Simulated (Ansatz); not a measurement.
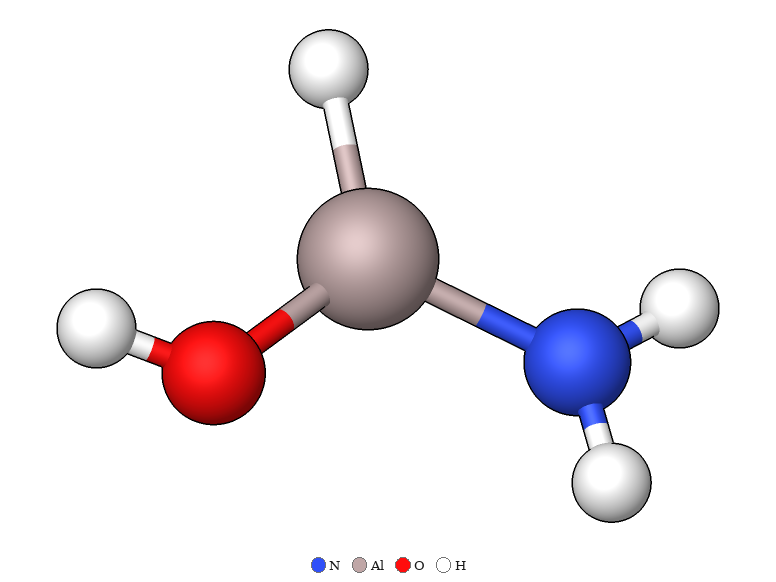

A ball-and-stick model of a molecule. Every bond is drawn as one stick, whatever its order.

Description:

The molecule is AlH4NO. As SMILES it reads `[NH2][AlH][OH]`. This geometry has Cs symmetry. All atoms lie on one plane. Coordination: 1 N trigonal planar; 1 Al trigonal planar; 1 O bent.

More results for the same structure follow; atom numbers are the same in all pictures, views and colours differ. The computed structure is the end point of a PBE0-D4/def2-TZVP optimisation.

**Levels of theory compared**

Program: Ansatz 0.2.0.

Compare HOMO–LUMO gap (eV), HOMO energy (eV), dipole (D) at these levels: B3LYP-D4/def2-TZVPP; PBE-D4/def2-TZVPP; r2SCAN-D4/def2-TZVPP; ωB97M-V/def2-TZVPP.

```json
{"level": "B3LYP-D4/def2-TZVPP", "HOMO–LUMO gap (eV)": "7.07", "HOMO energy (eV)": "−7.13", "dipole (D)": "0.42"}
{"level": "PBE-D4/def2-TZVPP", "HOMO–LUMO gap (eV)": "5.39", "HOMO energy (eV)": "−5.97", "dipole (D)": "0.36"}
{"level": "r2SCAN-D4/def2-TZVPP", "HOMO–LUMO gap (eV)": "6.09", "HOMO energy (eV)": "−6.26", "dipole (D)": "0.36"}
{"level": "ωB97M-V/def2-TZVPP", "HOMO–LUMO gap (eV)": "11.51", "HOMO energy (eV)": "−9.78", "dipole (D)": "0.41"}
```

**Charges**

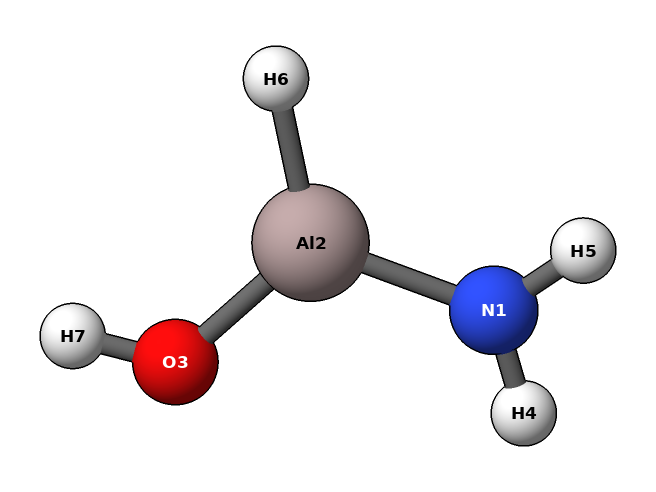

The questions are on Mulliken charges. Properties computed with RKS PBE-D4/def2-TZVPP (Ansatz 0.2.0).

Give the Mulliken charges atom by atom.

| atom | value (e) |
| --- | --- |
| N1 | −0.42 |
| Al2 | 0.48 |
| O3 | −0.39 |
| H4 | 0.15 |
| H5 | 0.14 |
| H6 | −0.14 |
| H7 | 0.17 |

**Vibrations**

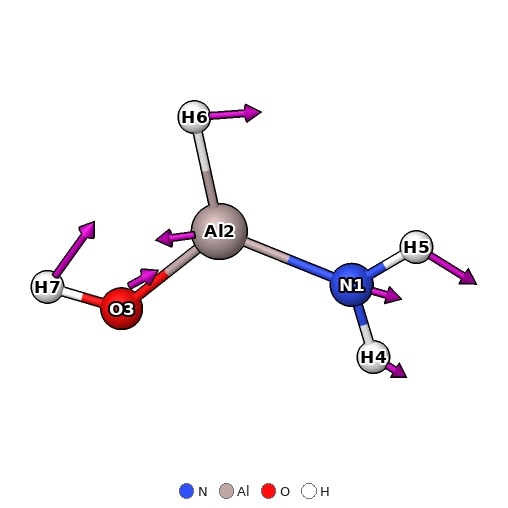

The arrows show one normal mode. Harmonic vibrations computed with RKS PBE0-D4/def2-TZVP (Ansatz 0.2.0) at a stationary point of the same level.

Estimate its harmonic wavenumber.

Answer. 916 cm⁻¹; it is mode 10 of 15 counted from the lowest.

**Thermal motion**

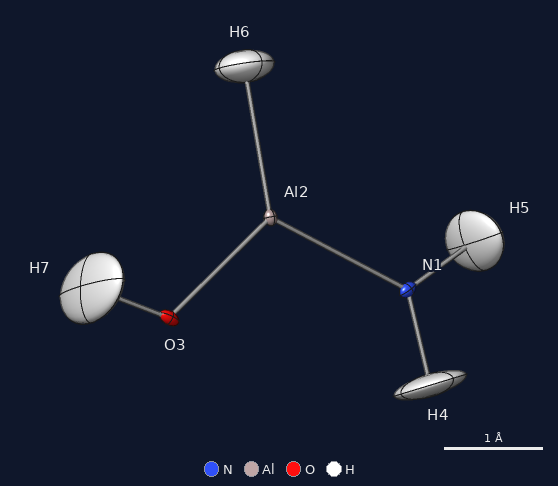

Displacement ellipsoids at the 50 % level, from the internal vibrations of the free molecule (harmonic, no overall translation or rotation; no half-axis is drawn under 0.075 Å). Vibrations computed with RKS PBE0-D4/def2-TZVP (Ansatz 0.2.0). Temperature: 600 K.

Give the displacement parameters, one line for each set of equivalent atoms.

```csv
atom,U_eq (Å²),rms amplitudes (Å)
N1,0.0026,"0.032, 0.043, 0.071"
Al2,0.0014,"0.021, 0.026, 0.056"
O3,0.0028,"0.034, 0.034, 0.077"
H4,0.0482,"0.075, 0.241, 0.285"
H5,0.0525,"0.090, 0.208, 0.325"
H6,0.0324,"0.107, 0.199, 0.215"
H7,0.0700,"0.092, 0.235, 0.383"
```

Mulliken values depend strongly on the basis set and can even reverse the polarity of a bond.
